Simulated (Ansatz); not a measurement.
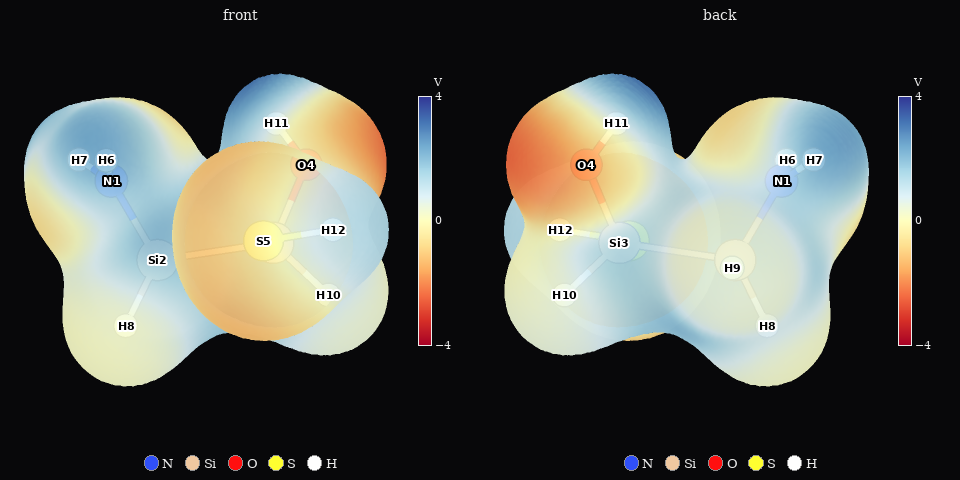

Figure 1: H$_{7}$NOSSi$_{2}$. The molecular electrostatic potential painted on the density surface at 0.004 e/bohr³, seen from the front and from behind; red is negative and blue positive.

All numbers below come from Ansatz, RKS B3LYP/6-31G.

Input file:

```
crystal:
  periodic: [false, false, false]
  atoms:
    - { symbol: "N", position_ang: [-1.7661, -0.6358, 0.9153] }
    - { symbol: Si, position_ang: [-0.1255, -0.7038, 1.1236] }
    - { symbol: Si, position_ang: [1.0506, 0.193, -0.7079] }
    - { symbol: O, position_ang: [0.6154, -0.4538, -2.1268] }
    - { symbol: S, position_ang: [0.7029, 2.289, -0.8705] }
    - { symbol: H, position_ang: [-1.99245, -0.28125, -0.09113] }
    - { symbol: H, position_ang: [-2.17335, -1.55108, 0.91972] }
    - { symbol: H, position_ang: [0.1971, 0.0423, 2.3771] }
    - { symbol: H, position_ang: [0.1728, -2.1239, 1.3532] }
    - { symbol: H, position_ang: [2.5472, -0.0213, -0.539] }
    - { symbol: H, position_ang: [-0.435, -0.4888, -2.2072] }
    - { symbol: H, position_ang: [1.4654, 2.4989, -1.9325] }
basis:
  gaussian: { orbitals: "6-31G" }
hamiltonian:
  xc: b3lyp
relax:
  f_tol: 0.015
  max_steps: 40
output:
  orbitals: {}
```

Command:

```sh
ansatz run input.yaml --threads 1 --pin off --max-ram 2048MiB --backend cpu --events-out ev --progress --plain --runs-dir out
```

The fields are those of the relaxed geometry.

**Where is the surface potential most negative and most positive?**

The most negative region (about −2.3 V) lies over O4, the most positive (about +3.0 V) over H11. O4 is the likeliest acceptor of a hydrogen bond.
